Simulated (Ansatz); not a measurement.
# What LiGeF3 (model cell, started as cubic perovskite with Ge in the octahedra) distorts into, part 2 of 3

Wanted: the energy along a soft mode of LiGeF3 (model cell, started as cubic perovskite with Ge in the octahedra) and the structure at the end.

Ansatz 0.2.0; DFT r2SCAN, scalar-relativistic, plane waves, PAW; PAW set soft_1.

So far, highest frequency on the path or at a solved wavevector (cm⁻¹): step 2 (phonons on a q mesh) 426. Also lowest frequency on the path (cm⁻¹): step 2 -308.

The structure was built from a prototype and need not be the compound's stable phase.

## Step 5: Energy along the mode, all amplitudes (two of the runs are shown above)

An imaginary frequency means negative curvature, so the energy should fall and then rise again as anharmonic terms take over.

This step gave:

```yaml
depth_at_the_lowest_point_sampled: 36.56 meV/atom
largest_atomic_shift_at_that_point: 0.32 Å
```

Energy from the parent against largest atomic shift:

| largest atomic shift (Å) | energy from the parent (meV/atom) |
| --- | --- |
| 0.000 | 0 |
| 0.040 | -1.25 |
| 0.080 | -4.85 |
| 0.140 | -13.7 |
| 0.220 | -27.9 |
| 0.320 | -36.6 |
| 0.450 | 8.48 |

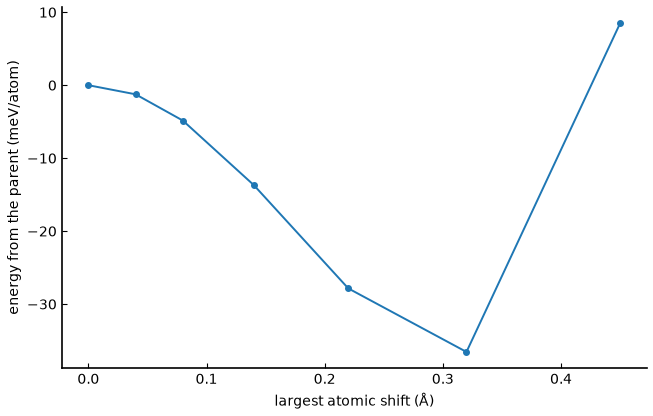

Energy from the parent, plotted against largest atomic shift.

Displacement at unit largest shift by atom:

| atom | x (Å) | y (Å) | z (Å) | size |
| --- | --- | --- | --- | --- |
| Li1 | 0.00 | 0.00 | 0.00 | 0.00 |
| Li2 | 0.00 | 0.00 | 0.00 | 0.00 |
| Ge3 | -0.12 | 0.05 | 0.00 | 0.13 |
| Ge4 | 0.12 | -0.05 | 0.00 | 0.13 |
| F5 | 0.00 | 0.00 | 0.00 | 0.00 |
| F6 | 0.00 | 0.00 | 0.00 | 0.00 |
| F7 | -0.27 | -0.38 | 0.00 | 0.47 |
| F8 | 0.27 | 0.38 | 0.00 | 0.47 |
| F9 | 0.99 | 0.10 | 0.00 | 1.00 |
| F10 | -0.99 | -0.10 | 0.00 | 1.00 |

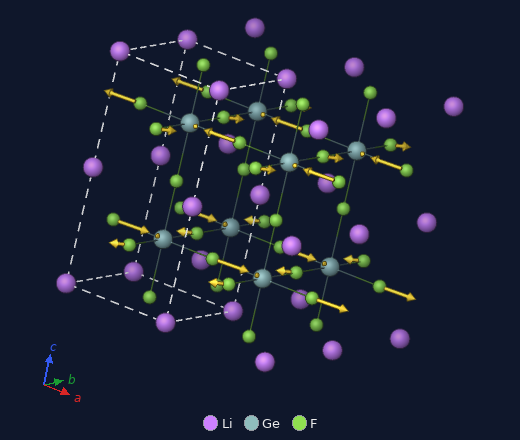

Displacement at unit largest shift as arrows, the longest 1.00 Å. 2×2×1 cells are drawn. Some periodic images of atoms are drawn too.

The lowest of the steps tried is at 0.32 Å, 36.6 meV/atom below the parent; the bottom of the well need not coincide with a step.

## Step 6: Relaxing from the distorted cell

Starting from the lowest point found, all atoms and the cell are let go, so that strain and other modes of the same symmetry can join in.

input.yaml reads:

```yaml
crystal:
  lattice:
    - [4.3400973773, 0.0, 0.0]
    - [0.0, 4.3400973773, 0.0]
    - [0.0, 0.0, 8.6801947546]
  atoms:
    - { symbol: Li, position: [0.0, 0.0, 0.0] }
    - { symbol: Li, position: [0.0, 0.0, 0.5] }
    - { symbol: Ge, position: [0.4909207337, 0.5034669134, 0.25] }
    - { symbol: Ge, position: [0.5090792663, 0.4965330866, 0.75] }
    - { symbol: F, position: [0.5, 0.5, 0.0] }
    - { symbol: F, position: [0.5, 0.5, 0.5] }
    - { symbol: F, position: [0.4800826722, -0.0280039888, 0.25] }
    - { symbol: F, position: [0.5199173278, 0.0280039888, 0.75] }
    - { symbol: F, position: [0.0733377627, 0.5076054218, 0.25] }
    - { symbol: F, position: [-0.0733377627, 0.4923945782, 0.75] }
kpoints:
  mp_grid: { grid: [6, 6, 4] }
hamiltonian:
  xc: r2scan
  pseudopotentials: { kind: paw, azcp: { folder: soft_1 } }
scf:
  occupations: { method: fixed }
output:
  forces: true
  stress: true
  eigenvalues: true
relax:
  adjacent_minimum: "off"
  f_tol: 0.002
  max_steps: 120
  cell: { stress_tol: 0.03 }
```

Command:

```bash
> ansatz run input.yaml --threads 8 --pin off --max-ram 16384MiB --backend cpu --events-out ev --progress --plain --runs-dir out
```

Numbers of over 12 decimals in the logs are rounded to 6 here.

What it wrote:

```text
[...]
Crystal: 10 atoms, lattice volume = 163.504 Å³
Basis set: ecut = 500 eV, 4191 PW (Γ), exchange–correlation on 128×128×256 points (64 copies of the dense FFT grid, shifted against one another)
Bands: 48, of which v1, the nominal top of the filled ones, is band 38 counted from 1 (37 counted from 0)
Symmetry: 4 space group operations
[...]
k-points: 60 of 144
[...]
SCF iter   1: F=—  HF=-13882.663446 eV  |F-HF|=—  |Δ(HF+E_count)|=         —  Δρ=7.74e-2  dr2=1.08e1  dr2_τ=9.19e-2  ethr=3.10e-3  ⟨swp⟩=4.7  Hψ=10356  notcnv=0  defer=452
[...]
SCF iter  11: F=-13878.147843 eV  HF=-13878.147843 eV  |F-HF|=5.09e-8  |Δ(HF+E_count)|=   1.80e-7  Δρ=8.52e-6  dr2=7.01e-8  dr2_τ=4.97e-9  ethr=1.32e-10  ⟨swp⟩=11.7  Hψ=14048  notcnv=0
SCF 1 converged in 11 iterations: F = -13878.147843 eV  dr2 = 7.01e-8
[...]
relax step   1: F+E_penalty+E_count = -13878.14784312 eV  Δ(F+E_penalty+E_count) = +0.000e0 eV  max|allowed force component| = 1.099e0 eV/Å  Δτ_max = 0.0000 Å  P = +2.173 GPa  Ω = 163.504 Å³  (11 SCF iters, dr2 threshold 1.00e-7 eV, accepted)
Crystal: 10 atoms, lattice volume = 170.863 Å³
Basis set: ecut = 500 eV, 4333 PW (Γ), exchange–correlation on 128×128×256 points (64 copies of the dense FFT grid, shifted against one another)
[...]
iter 1 solved again at ethr=1.62e-3 eV; its pass at ethr=3.10e-3 eV (dr2=1.23e0 eV) is discarded
[...]
SCF iter   8: F=-13878.481927 eV  HF=-13878.481926 eV  |F-HF|=9.78e-8  |Δ(HF+E_count)|=   2.96e-7  Δρ=1.55e-5  dr2=3.90e-7  dr2_τ=2.01e-8  ethr=1.32e-9  ⟨swp⟩=10.1  Hψ=16302  notcnv=0
SCF 2 converged in 8 iterations: F = -13878.481927 eV  dr2 = 3.90e-7
relax step   2: F+E_penalty+E_count = -13878.48192652 eV  Δ(F+E_penalty+E_count) = -3.341e-1 eV  max|allowed force component| = 4.955e-1 eV/Å  Δτ_max = 0.1943 Å  P = -0.831 GPa  Ω = 170.863 Å³  energy of the carried Pulay correction = -4.310e-3 eV  (8 SCF iters, dr2 threshold 1.00e-6 eV, accepted)
Crystal: 10 atoms, lattice volume = 171.647 Å³
Basis set: ecut = 500 eV, 4345 PW (Γ), exchange–correlation on 128×128×256 points (64 copies of the dense FFT grid, shifted against one another)
[...]
SCF iter   8: F=-13878.712163 eV  HF=-13878.712163 eV  |F-HF|=1.84e-7  |Δ(HF+E_count)|=   3.81e-6  Δρ=1.06e-5  dr2=3.28e-7  dr2_τ=6.69e-9  ethr=1.32e-9  ⟨swp⟩=9.8  Hψ=16359  notcnv=0
SCF 3 converged in 8 iterations: F = -13878.712163 eV  dr2 = 3.28e-7
relax step   3: F+E_penalty+E_count = -13878.71216274 eV  Δ(F+E_penalty+E_count) = -2.302e-1 eV  max|allowed force component| = 6.607e-1 eV/Å  Δτ_max = 0.1436 Å  P = -2.231 GPa  Ω = 171.647 Å³  energy of the carried Pulay correction = -4.750e-3 eV  (8 SCF iters, dr2 threshold 1.00e-6 eV, accepted)
[... from here on, the SCF cycles and remarks between the steps are left out ...]
relax step   4: F+E_penalty+E_count = -13879.07029616 eV  Δ(F+E_penalty+E_count) = -3.581e-1 eV  max|allowed force component| = 6.532e-1 eV/Å  Δτ_max = 0.1010 Å  P = -2.059 GPa  Ω = 167.816 Å³  energy of the carried Pulay correction = -2.563e-3 eV  (8 SCF iters, dr2 threshold 1.00e-6 eV, accepted)
relax step   5: F+E_penalty+E_count = -13879.45710283 eV  Δ(F+E_penalty+E_count) = -3.868e-1 eV  max|allowed force component| = 4.163e-1 eV/Å  Δτ_max = 0.0966 Å  P = -1.334 GPa  Ω = 163.242 Å³  energy of the carried Pulay correction = +1.593e-4 eV  (8 SCF iters, dr2 threshold 1.00e-6 eV, accepted)
relax step   6: F+E_penalty+E_count = -13879.81080370 eV  Δ(F+E_penalty+E_count) = -3.537e-1 eV  max|allowed force component| = 2.891e-1 eV/Å  Δτ_max = 0.0933 Å  P = -0.436 GPa  Ω = 157.129 Å³  energy of the carried Pulay correction = +4.003e-3 eV  (8 SCF iters, dr2 threshold 1.00e-6 eV, accepted)
relax step   7: F+E_penalty+E_count = -13880.06935328 eV  Δ(F+E_penalty+E_count) = -2.585e-1 eV  max|allowed force component| = 2.676e-1 eV/Å  Δτ_max = 0.1093 Å  P = +0.281 GPa  Ω = 151.297 Å³  energy of the carried Pulay correction = +7.910e-3 eV  (8 SCF iters, dr2 threshold 1.00e-6 eV, accepted)
relax step   8: F+E_penalty+E_count = -13880.23633857 eV  Δ(F+E_penalty+E_count) = -1.670e-1 eV  max|allowed force component| = 2.133e-1 eV/Å  Δτ_max = 0.1474 Å  P = +0.765 GPa  Ω = 146.002 Å³  energy of the carried Pulay correction = +1.168e-2 eV  (7 SCF iters, dr2 threshold 1.00e-6 eV, accepted)
relax step   9: F+E_penalty+E_count = -13880.27780263 eV  Δ(F+E_penalty+E_count) = -4.146e-2 eV  max|allowed force component| = 5.495e-1 eV/Å  Δτ_max = 0.1297 Å  P = +1.354 GPa  Ω = 144.639 Å³  energy of the carried Pulay correction = +1.269e-2 eV  (7 SCF iters, dr2 threshold 1.00e-6 eV, accepted)
relax step  10: F+E_penalty+E_count = -13880.33135706 eV  Δ(F+E_penalty+E_count) = -5.355e-2 eV  max|allowed force component| = 1.317e-1 eV/Å  Δτ_max = 0.1388 Å  P = +0.447 GPa  Ω = 144.348 Å³  energy of the carried Pulay correction = +1.291e-2 eV  (8 SCF iters, dr2 threshold 1.00e-6 eV, accepted)
relax step  11: F+E_penalty+E_count = -13880.33954588 eV  Δ(F+E_penalty+E_count) = -8.189e-3 eV  max|allowed force component| = 9.845e-2 eV/Å  Δτ_max = 0.0523 Å  P = -0.138 GPa  Ω = 146.389 Å³  energy of the carried Pulay correction = +1.140e-2 eV  (7 SCF iters, dr2 threshold 1.00e-6 eV, accepted)
relax step  12: F+E_penalty+E_count = -13880.34279010 eV  Δ(F+E_penalty+E_count) = -3.244e-3 eV  max|allowed force component| = 7.596e-2 eV/Å  Δτ_max = 0.0466 Å  P = +0.095 GPa  Ω = 146.734 Å³  energy of the carried Pulay correction = +1.115e-2 eV  (7 SCF iters, dr2 threshold 6.06e-7 eV, accepted)
relax step  13: F+E_penalty+E_count = -13880.34332935 eV  Δ(F+E_penalty+E_count) = -5.393e-4 eV  max|allowed force component| = 9.022e-3 eV/Å  Δτ_max = 0.0137 Å  P = -0.054 GPa  Ω = 146.730 Å³  energy of the carried Pulay correction = +1.115e-2 eV  (6 SCF iters, dr2 threshold 3.61e-7 eV, accepted)
relax step  14: F+E_penalty+E_count = -13880.34345853 eV  Δ(F+E_penalty+E_count) = -1.292e-4 eV  max|allowed force component| = 2.762e-3 eV/Å  Δτ_max = 0.0066 Å  P = -0.002 GPa  Ω = 146.614 Å³  energy of the carried Pulay correction = +1.123e-2 eV  (7 SCF iters, dr2 threshold 1.33e-8 eV, accepted)
relax step  15: F+E_penalty+E_count = -13880.34349005 eV  Δ(F+E_penalty+E_count) = -3.153e-5 eV  max|allowed force component| = 6.116e-4 eV/Å  Δτ_max = 0.0046 Å  P = +0.001 GPa  Ω = 146.590 Å³  energy of the carried Pulay correction = +1.125e-2 eV  (8 SCF iters, dr2 threshold 4.77e-10 eV, accepted)
relax step  16: F+E_penalty+E_count = -13880.34352923 eV  Δ(F+E_penalty+E_count) = -3.918e-5 eV  max|allowed force component| = 8.916e-4 eV/Å  Δτ_max = 0.0113 Å  P = +0.010 GPa  Ω = 146.561 Å³  energy of the carried Pulay correction = +1.127e-2 eV  (10 SCF iters, accepted)
relax step  17: F+E_penalty+E_count = -13880.34353282 eV  Δ(F+E_penalty+E_count) = -3.588e-6 eV  max|allowed force component| = 7.241e-4 eV/Å  Δτ_max = 0.0138 Å  P = +0.007 GPa  Ω = 146.574 Å³  energy of the carried Pulay correction = +1.126e-2 eV  (11 SCF iters, accepted)
relax step  18: F+E_penalty+E_count = -13880.34351907 eV  Δ(F+E_penalty+E_count) = +1.375e-5 eV  max|allowed force component| = 7.207e-4 eV/Å  Δτ_max = 0.0057 Å  P = +0.001 GPa  Ω = 146.596 Å³  energy of the carried Pulay correction = +1.125e-2 eV  (9 SCF iters, accepted)
relax step  19: F+E_penalty+E_count = -13880.43263653 eV  Δ(F+E_penalty+E_count) = -8.912e-2 eV  max|allowed force component| = 8.944e-3 eV/Å  Δτ_max = 0.0000 Å  P = +0.896 GPa  Ω = 146.596 Å³  stress off target by 2.55e0 GPa  SCF on the basis re-selected at this cell (its energy is not comparable with the rows above)  (9 SCF iters)
relax step  20: F+E_penalty+E_count = -13880.48697312 eV  Δ(F+E_penalty+E_count) = -5.434e-2 eV  max|allowed force component| = 1.336e-1 eV/Å  Δτ_max = 0.0783 Å  P = +0.396 GPa  Ω = 150.921 Å³  energy of the carried Pulay correction = -2.699e-3 eV  (7 SCF iters, dr2 threshold 1.00e-6 eV, accepted)
relax step  21: F+E_penalty+E_count = -13880.50676295 eV  Δ(F+E_penalty+E_count) = -1.979e-2 eV  max|allowed force component| = 3.199e-1 eV/Å  Δτ_max = 0.1057 Å  P = +0.689 GPa  Ω = 156.089 Å³  energy of the carried Pulay correction = -5.795e-3 eV  (8 SCF iters, dr2 threshold 1.00e-6 eV, accepted)
relax step  22: F+E_penalty+E_count = -13880.49716726 eV  Δ(F+E_penalty+E_count) = +9.596e-3 eV  max|allowed force component| = 4.924e-1 eV/Å  Δτ_max = 0.1949 Å  P = -0.534 GPa  Ω = 156.772 Å³  energy of the carried Pulay correction = -6.065e-3 eV  (8 SCF iters, dr2 threshold 1.00e-6 eV, rejected (line search))
relax step  23: F+E_penalty+E_count = -13880.53294759 eV  Δ(F+E_penalty+E_count) = -2.618e-2 eV  max|allowed force component| = 2.247e-1 eV/Å  Δτ_max = 0.0492 Å  P = +0.234 GPa  Ω = 157.684 Å³  energy of the carried Pulay correction = -6.677e-3 eV  (11 SCF iters, accepted)
relax step  24: F+E_penalty+E_count = -13880.53807376 eV  Δ(F+E_penalty+E_count) = -5.126e-3 eV  max|allowed force component| = 8.282e-3 eV/Å  Δτ_max = 0.0161 Å  P = +0.013 GPa  Ω = 158.925 Å³  energy of the carried Pulay correction = -7.371e-3 eV  (6 SCF iters, dr2 threshold 1.00e-6 eV, accepted)
relax step  25: F+E_penalty+E_count = -13880.53806899 eV  Δ(F+E_penalty+E_count) = +4.770e-6 eV  max|allowed force component| = 4.409e-3 eV/Å  Δτ_max = 0.0055 Å  P = +0.066 GPa  Ω = 159.409 Å³  energy of the carried Pulay correction = -7.625e-3 eV  (6 SCF iters, dr2 threshold 2.27e-8 eV, accepted)
relax step  26: F+E_penalty+E_count = -13880.53800536 eV  Δ(F+E_penalty+E_count) = +6.362e-5 eV  max|allowed force component| = 2.637e-3 eV/Å  Δτ_max = 0.0014 Å  P = +0.003 GPa  Ω = 159.793 Å³  energy of the carried Pulay correction = -7.850e-3 eV  (6 SCF iters, dr2 threshold 4.69e-8 eV, accepted)
relax step  27: F+E_penalty+E_count = -13880.53799663 eV  Δ(F+E_penalty+E_count) = +8.737e-6 eV  max|allowed force component| = 5.240e-4 eV/Å  Δτ_max = 0.0009 Å  P = -0.002 GPa  Ω = 159.817 Å³  energy of the carried Pulay correction = -7.863e-3 eV  (6 SCF iters, dr2 threshold 4.35e-10 eV, accepted)
relax step  28: F+E_penalty+E_count = -13880.54484438 eV  Δ(F+E_penalty+E_count) = -6.848e-3 eV  max|allowed force component| = 4.457e-3 eV/Å  Δτ_max = 0.0000 Å  P = +0.000 GPa  Ω = 159.817 Å³  stress off target by 3.92e-2 GPa  SCF on the basis re-selected at this cell (its energy is not comparable with the rows above)  (7 SCF iters)
relax step  29: F+E_penalty+E_count = -13880.54469173 eV  Δ(F+E_penalty+E_count) = +1.526e-4 eV  max|allowed force component| = 3.927e-3 eV/Å  Δτ_max = 0.0039 Å  P = -0.006 GPa  Ω = 160.235 Å³  energy of the carried Pulay correction = -2.544e-4 eV  (8 SCF iters, dr2 threshold 3.85e-9 eV, accepted)
relax step  30: F+E_penalty+E_count = -13880.54463397 eV  Δ(F+E_penalty+E_count) = +5.776e-5 eV  max|allowed force component| = 2.301e-3 eV/Å  Δτ_max = 0.0019 Å  P = +0.011 GPa  Ω = 160.349 Å³  energy of the carried Pulay correction = -3.211e-4 eV  (7 SCF iters, dr2 threshold 9.64e-10 eV, accepted)
relax step  31: F+E_penalty+E_count = -13880.54461644 eV  Δ(F+E_penalty+E_count) = +1.753e-5 eV  max|allowed force component| = 1.243e-4 eV/Å  Δτ_max = 0.0006 Å  P = -0.000 GPa  Ω = 160.383 Å³  energy of the carried Pulay correction = -3.430e-4 eV  (6 SCF iters, dr2 threshold 3.31e-10 eV, accepted)
[...]
SCF iter   5: F=-13880.544974 eV  HF=-13880.544974 eV  |F-HF|=9.09e-12  |Δ(HF+E_count)|=  9.09e-11  Δρ=1.19e-7  dr2=1.32e-11  dr2_τ=1.39e-12  ethr=1.00e-12  ⟨swp⟩=11.5  Hψ=13691  notcnv=0
SCF 32 converged in 5 iterations: F = -13880.544974 eV  dr2 = 1.32e-11
relax step  32: F+E_penalty+E_count = -13880.54497363 eV  Δ(F+E_penalty+E_count) = -3.572e-4 eV  max|allowed force component| = 2.605e-4 eV/Å  Δτ_max = 0.0000 Å  P = -0.001 GPa  Ω = 160.383 Å³  stress off target by 3.16e-3 GPa  SCF on the basis re-selected at this cell (its energy is not comparable with the rows above)  (5 SCF iters)
[...]
SCF converged after 5 iterations
Free energy (F): -13880.544974 eV
[...]
Internal energy: -13880.544974 eV  (E = F + TS)
E sigma→0 (E₀):  -13880.544974 eV
Fermi energy:    2.025262 eV
[...]
--- Forces (eV/Å), atoms counted from 1 ---
  atom   1  Li     0.00000000     0.00000000    -0.00000000
  atom   2  Li     0.00000000     0.00000000     0.00000000
  atom   3  Ge    -0.00016996     0.00010763     0.00000000
  atom   4  Ge     0.00016996    -0.00010763    -0.00000000
  atom   5  F      0.00000000     0.00000000     0.00000000
  atom   6  F      0.00000000     0.00000000     0.00000000
  atom   7  F     -0.00003987    -0.00026054    -0.00000000
  atom   8  F      0.00003987     0.00026054     0.00000000
  atom   9  F      0.00017447     0.00012908     0.00000000
  atom  10  F     -0.00017447    -0.00012908    -0.00000000
  max |Σ_I F_I| component: 1.74e-29 eV/Å
--- Stress (GPa, compression-positive) ---
       -0.001557      -0.001598       0.000000
       -0.001598      -0.001563       0.000000
        0.000000       0.000000      -0.001030
  P = ⅓ Tr σ = -0.0014 GPa (-0.014 kbar)
--- Band table (eV; the first three rows and the last of 60) ---
  k-point 0: bands = [... 34 lower, -1.1832, -1.1766, -0.7632, 0.9535, 6.1469, 7.7265, 7.7601, 7.8960, ... 6 higher]
  k-point 1: bands = [... 34 lower, -1.1822, -1.1775, -0.5371, 0.6537, 6.4592, 7.5944, 7.7809, 7.8771, ... 6 higher]
  k-point 2: bands = [... 34 lower, -1.1798, -1.1798, 0.0224, 0.0224, 7.1039, 7.1039, 7.8299, 7.8299, ... 6 higher]
  k-point 59: bands = [... 34 lower, -1.4624, -1.4624, 0.5655, 0.5655, 6.3404, 6.3404, 7.5924, 7.5924, ... 6 higher]
--- Relaxed structure (29 steps of the walk, 28 accepted, 3 SCFs on fresh bases) ---
  F+E_penalty+E_count = -13880.54497363 eV   max|allowed force component| = 2.605e-4 eV/Å   (the final SCF, on the basis selected at the relaxed cell)
  cell:  # Å, volume = 160.3828 Å³
    - [4.564701, 1.577579, 0.0]
    - [1.577579, 4.564223, 0.0]
    - [0.0, 0.0, 8.742323]
  atoms:
    - { symbol: Li, position: [-8.243748603235238e-19, 6.445112544347524e-19, 0] }
    - { symbol: Li, position: [-8.243748603235238e-19, 6.445112544347524e-19, 0.5] }
    - { symbol: Ge, position: [0.535541, 0.464682, 0.25] }
    - { symbol: Ge, position: [0.464459, 0.535318, 0.750000] }
    - { symbol: F, position: [0.5, 0.5, 0] }
    - { symbol: F, position: [0.5, 0.5, 0.5] }
    - { symbol: F, position: [0.366760, -0.079762, 0.25] }
    - { symbol: F, position: [0.633240, 0.079762, 0.750000] }
    - { symbol: F, position: [0.079983, 0.633578, 0.25] }
    - { symbol: F, position: [-0.079983, 0.366422, 0.750000] }
```

It took 2.9 min on 8 threads of AMD EPYC 7B13 (Zen 3), shared host; peak memory 1.5 GiB; 22 min of CPU time.

[end of part 2 of 3]

[Logs are printed without paths, hosts, clocks, repeated set-up lines and the standing remarks that a program may print on its own settings, such as how far it seeks lower states.]

[Hosts, paths, dates, database ids (printed as entryN), source tags and the programs' standing remarks are cut or masked in the printed files.]
